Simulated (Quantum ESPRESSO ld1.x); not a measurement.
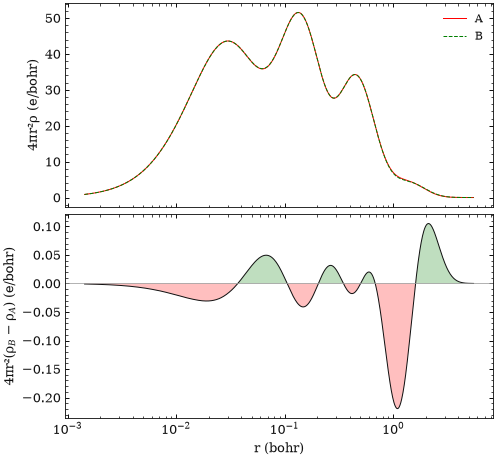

The bromine ion Br³⁺ was computed in two configurations: [Ar] 3d9 4s1 4p4 (3d3/2: 4, 3d5/2: 5, 4p1/2: 2, 4p3/2: 2); [Ar] 3d9 4s2 4p3 (3d3/2: 4, 3d5/2: 5, 4p1/2: 2, 4p3/2: 1). The calculation used Quantum ESPRESSO ld1.x 7.5 at this level: Dirac Kohn-Sham, LDA (Slater exchange, VWN5 correlation), spin-unpolarised, spherical densities, point nucleus.

The plot shows both radial densities and the radial density of run B less that of run A; on the logarithmic r axis, areas aren't charges.

Question: Assign A and B and describe the change of the density.

Answer: A is [Ar] 3d9 4s2 4p3 (3d3/2: 4, 3d5/2: 5, 4p1/2: 2, 4p3/2: 1); B is [Ar] 3d9 4s1 4p4 (3d3/2: 4, 3d5/2: 5, 4p1/2: 2, 4p3/2: 2). B holds 0.12 electrons more than A where the difference is positive (most at r = 2.1 bohr) and 0.12 electrons fewer where it is negative (most at r = 1.1 bohr), with no net change. The energy of B less that of A is 15.4 eV.
